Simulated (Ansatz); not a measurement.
**HfH2: one crystal by all-electron and frozen-core methods**

Does the method matter for HfH2? The same cell, functional and mesh are run with all-electron LAPW, PAW on the default files and all-electron PAW on datasets made for the crystal.

Computed with Ansatz 0.2.0 (DFT LDA, scalar-relativistic, unless a step's input says otherwise).

### 1 The starting structure

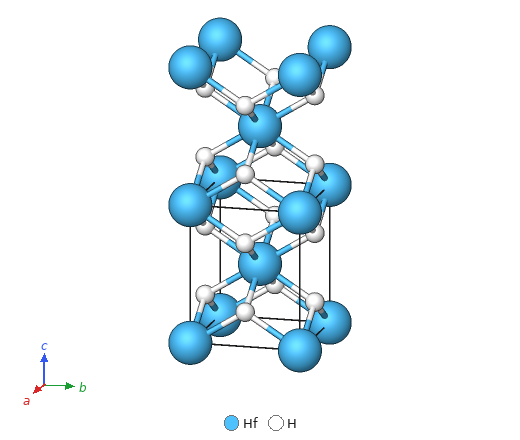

Start, viewed slightly off an axis; hafnium blue, hydrogen white. 1×1×2 cells are drawn. Atoms on the faces are drawn again on the opposite ones. The cell drawn here is the conventional one.

As a file:

```
CELL_PARAMETERS angstrom
-1.73900 1.73900 2.18050
1.73900 -1.73900 2.18050
1.73900 1.73900 -2.18050
ATOMIC_POSITIONS crystal
Hf 0.00000 0.00000 0.00000
H 0.75000 0.25000 0.50000
H 0.25000 0.75000 0.50000
```

The geometry is a database entry used as it stands. It may stem from high pressure or temperature, or be incomplete, so it serves as a test cell.

Atoms are numbered in the order of the input: Hf1, H2, H3.

### 2 All-electron LAPW

Input file input.yaml:

```yaml
crystal:
  lattice:
    - [-1.739, 1.739, 2.1805]
    - [1.739, -1.739, 2.1805]
    - [1.739, 1.739, -2.1805]
  atoms:
    - { symbol: Hf, position: [0.0, 0.0, 0.0] }
    - { symbol: H, position: [0.75, 0.25, 0.5] }
    - { symbol: H, position: [0.25, 0.75, 0.5] }
kpoints:
  mp_grid: { grid: [12, 12, 12] }
  band_path:
    path:
      - [0.0, 0.0, 0.0]
      - [0.0, 0.0, 0.5]
      - [0.25, 0.25, 0.25]
      - [0.0, 0.5, 0.0]
      - [0.0, 0.0, 0.0]
      - [0.5, 0.5, -0.5]
      - [0.4090109348, 0.5909890652, -0.4090109348]
      - [-0.4090109348, 0.4090109348, 0.4090109348]
      - [0.0, 0.0, 0.0]
    npoints: 14
scf:
  occupations: { method: fermi_dirac, width: 0.03 }
hamiltonian:
  xc: lda
  pseudopotentials: { kind: all_electron, lapw: { basis_error: 0.0005 } }
output:
  forces: true
  stress: true
  eigenvalues: true
  populations: true
  dos: { projected: true, de: 0.2, e_range: [-14, 8] }
```

The run is started by

```
> ansatz run input.yaml --threads 1 --pin off --max-ram 4096MiB --backend cpu --events-out ev --progress --plain --runs-dir out
```

Log:

```text
Hf: projections on atomic orbitals take those of the free atom 1s2 2s2 2p6 3s2 3p6 3d10 4s2 4p6 4d10 4f14 5s2 5p6 5d2 6s2, of charge +0.00 (hamiltonian.pseudopotentials.projection_atoms)
H: projections on atomic orbitals take those of the free atom 1s1, of charge +0.00 (hamiltonian.pseudopotentials.projection_atoms)
LAPW: plane waves up to 9.102 Å⁻¹, error target 5.0e-4 eV per atom; small_component_spin mean_spin; H in spheres of 0.666 Å, 1 of its electrons in bands, Dirac shells []; Hf in spheres of 1.387 Å, 42 of its electrons in bands, Dirac shells []
Engine: ansatz 0.2.0
Pseudopotentials: kind: all_electron
Pseudopotential: Hf, LAPW, valence charge 42, Koelling and Harmon's equation, gaussian nucleus
Pseudopotential: H, LAPW, valence charge 1, Koelling and Harmon's equation, gaussian nucleus
Functional definition: SPW92
  exchange = slater_x
  correlation = pw_c
Crystal: 3 atoms, lattice volume = 26.376 Å³
Basis set: ecut = 315.6679963302832 eV, 323 PW (Γ), exchange–correlation at level 2
Bands: 27, of which v1, the nominal top of the filled ones, is band 22 counted from 1 (21 counted from 0)
Symmetry: 16 space group operations
Space group: I4/mmm (ITA 139), of the structure as read, at distance tolerance 3.0e-5 Å
k-points: 163 of 1728
Non-local potential: Hf, projectors of the file, none
Non-local potential: H, projectors of the file, none
Initial density: superposition of atomic densities (chi_scale 0.1, normalization cell, long waves kept (reshape's long-wave potential 0.00 eV rms))
Initial wavefunctions: plane waves of lowest kinetic energy (no species holds an atomic orbital)
Functional: x = slater, c = lda
iter 1 solved again at ethr=2.47e-3 eV; its pass at ethr=1.00e-1 eV (dr2=1.09e0 eV) is discarded
SCF iter   1: F=—  HF=-410039.567163 eV  |F-HF|=—  |Δ(HF+E_count)|=         —  Δρ=6.68e-2  dr2=1.09e0  ethr=2.47e-3  ⟨swp⟩=2.0  Hψ=27549  notcnv=0
preconditioner: auto → Kerker (q_TF=auto, 2.971 Å⁻¹)  [metal: Δε(μ)=0.023 eV  Ē_g=18.627 eV  σ=0.030 eV  W_gap=0.19  n_scr=14 (ndim 8)  ℏωp=36.9 eV  f_vac=0.000  D(μ)=0.68/eV (n_scr^D=0)]
SCF iter   2: F=—  HF=-410039.063131 eV  |F-HF|=—  |Δ(HF+E_count)|=   5.04e-1  Δρ=3.70e-2  dr2=3.65e-1  ethr=2.47e-3  ⟨swp⟩=2.9  Hψ=13461  notcnv=0
SCF iter   3: F=—  HF=-410038.985121 eV  |F-HF|=—  |Δ(HF+E_count)|=   7.80e-2  Δρ=1.92e-2  dr2=1.11e-1  ethr=8.29e-4  ⟨swp⟩=2.8  Hψ=13746  notcnv=0
SCF iter   4: F=—  HF=-410038.900405 eV  |F-HF|=—  |Δ(HF+E_count)|=   8.47e-2  Δρ=9.99e-3  dr2=3.23e-2  ethr=2.53e-4  ⟨swp⟩=2.1  Hψ=13461  notcnv=0
iter 5 solved again at ethr=3.93e-6 eV; its pass at ethr=7.35e-5 eV (dr2=1.73e-3 eV) is discarded
SCF iter   5: F=—  HF=-410038.898077 eV  |F-HF|=—  |Δ(HF+E_count)|=         —  Δρ=2.27e-3  dr2=1.73e-3  ethr=3.93e-6  ⟨swp⟩=2.0  Hψ=21739  notcnv=0
the basis was enlarged: its passes take 354.1 KiB over the memory plan, 1 of 1 planned eigensolver slots
SCF iter   6: F=—  HF=-410038.898103 eV  |F-HF|=—  |Δ(HF+E_count)|=   2.60e-5  Δρ=9.02e-4  dr2=2.29e-4  ethr=3.93e-6  ⟨swp⟩=2.0  Hψ=12896  notcnv=0
SCF iter   7: F=—  HF=-410038.898107 eV  |F-HF|=—  |Δ(HF+E_count)|=   4.41e-6  Δρ=1.46e-4  dr2=7.30e-6  ethr=5.20e-7  ⟨swp⟩=2.0  Hψ=12896  notcnv=0
SCF iter   8: F=—  HF=-410038.898105 eV  |F-HF|=—  |Δ(HF+E_count)|=   1.64e-6  Δρ=6.14e-5  dr2=1.33e-6  ethr=1.66e-8  ⟨swp⟩=3.0  Hψ=13187  notcnv=0
SCF iter   9: F=-410038.898105 eV  HF=-410038.898105 eV  |F-HF|=3.43e-9  |Δ(HF+E_count)|=   3.20e-7  Δρ=1.05e-5  dr2=2.63e-8  ethr=3.02e-9  ⟨swp⟩=2.0  Hψ=12896  notcnv=0
SCF 1 converged in 9 iterations: F = -410038.898105 eV  dr2 = 2.63e-8
NSCF: frozen V_eff on 113 k-points
SCF converged after 9 iterations
Free energy (F): -410038.898105 eV
Harris-Foulkes:  -410038.898105 eV  (|F-HF|=3.43e-9)
Internal energy: -410038.896203 eV  (E = F + TS)
E sigma→0 (E₀):  -410038.897154 eV
Entropy (-TS):   -0.001902 eV (-0.634 meV/atom)
Fermi energy:    18.197766 eV
--- Per-component energies (eV) ---
  E_band       = -3967.788489
  E_kinetic    = 456113.641139
  E_xc         = -8189.317043
  E_electrostatic = -857963.220299  (all electrons and nuclei)
  E_smearing   = -0.001902  (= −TS)
  E_closure    = 0.000000  (closes the sum)
  E_atoms      = -410022.030668  (free atoms, spherical and without spin; not in F)
  Σ components = -410038.898105   (vs F -410038.898105, Δ=0.00e0)
  Basis errors (estimates in eV, not in F): energy 2.2e-4 per atom: plane waves 2.1e-4 (1.2e-4 summed), levels above the bands 2.0e-112, relativity 3.9e-9, radial functions 1.5e-5, core shells 7.6e-8; eigenvalues (radial functions only) 1.1e-5; not estimated: angular momenta, meshes, grids; target (lapw.basis_error) 5.0e-4; muffin-tin radii H 0.666 Å, Hf 1.387 Å
--- Forces (eV/Å), atoms counted from 1 ---
  atom   1  Hf    -0.00000000     0.00000000    -0.00000000
  atom   2  H      0.00000000    -0.00000000     0.00000000
  atom   3  H      0.00000000    -0.00000000     0.00000000
  max |Σ_I F_I| component: 3.79e-19 eV/Å
--- Stress (GPa, compression-positive) ---
       -8.003112      -0.000000       0.000000
       -0.000000      -8.003112       0.000000
        0.000000       0.000000      -9.074968
  P = ⅓ Tr σ = -8.3604 GPa (-83.604 kbar)
--- Band table (eV; the first three rows and the last of 163) ---
  k-point 0: bands = ["-354.9229", "-354.9182", "-354.9182", "-183.3088", "-183.3006", "-183.2985", "-183.2985", "-183.2826", "-44.2142", "-12.7005", "-12.7005", "-12.6462", "5.6766", "5.7822", "5.7822", "5.7898", "5.8129", "5.8129", "5.8420", "7.0295", "17.2116", "17.7097", "17.7097", "18.4793", "20.0205", "21.3403", "29.6965"]
  k-point 1: bands = ["-354.9229", "-354.9182", "-354.9182", "-183.3088", "-183.3006", "-183.2985", "-183.2985", "-183.2826", "-44.2115", "-12.7411", "-12.7075", "-12.6607", "5.6826", "5.7810", "5.7840", "5.7907", "5.8101", "5.8107", "5.8390", "7.2713", "15.7264", "17.9125", "18.5938", "19.4490", "19.7590", "21.2060", "28.6691"]
  k-point 2: bands = ["-354.9229", "-354.9182", "-354.9182", "-183.3088", "-183.3006", "-183.2985", "-183.2985", "-183.2826", "-44.2041", "-12.8499", "-12.7265", "-12.6999", "5.6999", "5.7795", "5.7888", "5.7930", "5.8027", "5.8048", "5.8310", "7.9674", "14.2969", "18.5125", "18.7730", "18.9431", "21.2899", "21.6230", "28.1871"]
  k-point 162: bands = ["-354.9229", "-354.9182", "-354.9182", "-183.3088", "-183.3006", "-183.2985", "-183.2985", "-183.2826", "-44.1599", "-13.1860", "-12.9625", "-12.9625", "5.7690", "5.7765", "5.7765", "5.7765", "5.7967", "5.8208", "5.8208", "10.5930", "14.0297", "14.4319", "22.7145", "22.8265", "22.8265", "23.8459", "23.8459"]
--- Löwdin populations: 3 sites ---
  site symbol       q [e]
     0     Hf     71.7401
     1      H      1.1062
     2      H      1.1062
  spilling = 0.000642 (of n_electrons = 74.000000)
```

Run time: 46 s. Hardware: 1 thread of Arm Neoverse V2, shared host; peak memory 0.6 GiB.

Result: pressure -8.36 GPa; no gap.

Levels at the path's labelled points, in eV from the Fermi level:

| point | band 19 | band 20 | band 21 | band 22 | band 23 | band 24 | band 25 |
| --- | --- | --- | --- | --- | --- | --- | --- |
| Γ | -12.36 | -11.17 | -0.99 | -0.49 | -0.49 | 0.28 | 1.82 |
| X | -12.39 | -6.54 | -5.58 | -4.08 | 3.86 | 4.09 | 5.21 |
| P | -12.40 | -6.12 | -6.12 | -2.38 | 1.17 | 3.89 | 4.64 |
| N | -12.37 | -8.30 | -5.03 | -0.82 | 0.53 | 3.73 | 4.75 |
| Γ | -12.36 | -11.17 | -0.99 | -0.49 | -0.49 | 0.28 | 1.82 |
| M | -12.38 | -7.60 | -4.17 | -3.77 | 4.52 | 4.63 | 4.63 |
| S | -12.38 | -7.38 | -4.55 | -3.28 | 2.74 | 3.65 | 4.06 |
| S0 | -12.38 | -7.38 | -4.55 | -3.28 | 2.74 | 3.65 | 4.06 |
| Γ | -12.36 | -11.17 | -0.99 | -0.49 | -0.49 | 0.28 | 1.82 |

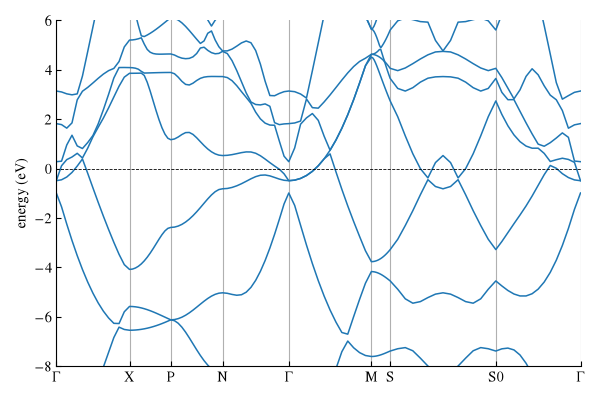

Bands along the path, counted from its Fermi level.

States per cell in windows of 1 eV (zero at the Fermi level; grid of 0.20 eV, so sharp peaks spill over the borders):

| from | to | total | Hf 5d | H 1s | Hf 6s |
| --- | --- | --- | --- | --- | --- |
| -10 | -9 | 0.19 | 0.01 | 0.09 | 0.07 |
| -9 | -8 | 0.41 | 0.09 | 0.19 | 0.10 |
| -8 | -7 | 0.79 | 0.30 | 0.36 | 0.10 |
| -7 | -6 | 0.66 | 0.29 | 0.32 | 0.03 |
| -6 | -5 | 1.46 | 0.55 | 0.83 | 0.02 |
| -5 | -4 | 0.31 | 0.14 | 0.17 | 0.00 |
| -4 | -3 | 0.17 | 0.12 | 0.04 | 0.01 |
| -3 | -2 | 0.53 | 0.48 | 0.03 | 0.01 |
| -2 | -1 | 0.66 | 0.61 | 0.01 | 0.01 |
| -1 | 0 | 0.67 | 0.64 | 0.01 | 0.01 |
| 0 | 1 | 0.90 | 0.86 | 0.01 | 0.02 |
| 1 | 2 | 1.18 | 1.07 | 0.03 | 0.05 |
| 2 | 3 | 0.95 | 0.83 | 0.04 | 0.02 |
| 3 | 4 | 1.58 | 1.30 | 0.06 | 0.13 |
| 4 | 5 | 1.41 | 0.98 | 0.11 | 0.23 |

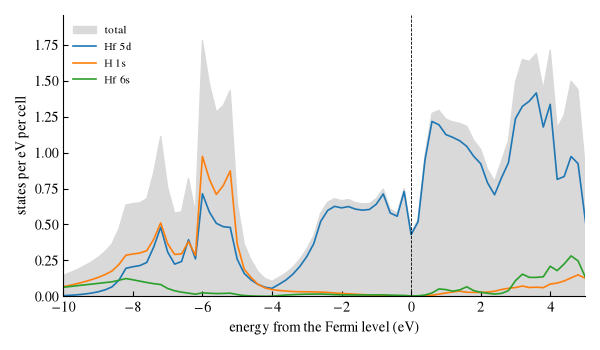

Density of states, total and projected.

(Part 1 of 2 ends here.)
